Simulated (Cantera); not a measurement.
Input: 1 mol Fe₂O₃, 2.7 mol CH₄, 1.1 mol CO, at 0.120 bar.

These are equilibrium values from Cantera (NASA tables, ideal gas, pure condensed phases), not measurements of a reactor. Candidate condensed phases: C, C₆H₆, C₇H₈, C₈H₁₈, Fe, Fe(CO)₅, FeO, Fe(OH)₂, Fe(OH)₃, Fe₂O₃, Fe₃O₄, H₂O; 114 gas species. Equilibrium is a limit: real reactors are often held back by kinetics, nucleation or transport.

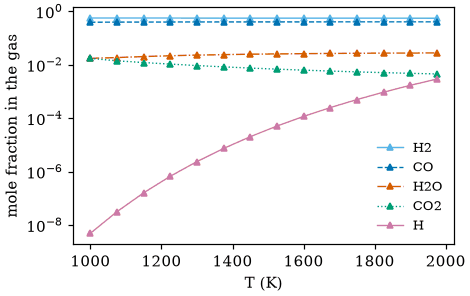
Figure. Equilibrium gas composition (values under 1e-9 drawn at 1e-9)

Problem. Read off the mole fractions at 1975 K.

Solution. H₂ about 0.56, CO about 0.41, H₂O about 0.028, CO₂ about 0.0046, H about 0.0029.
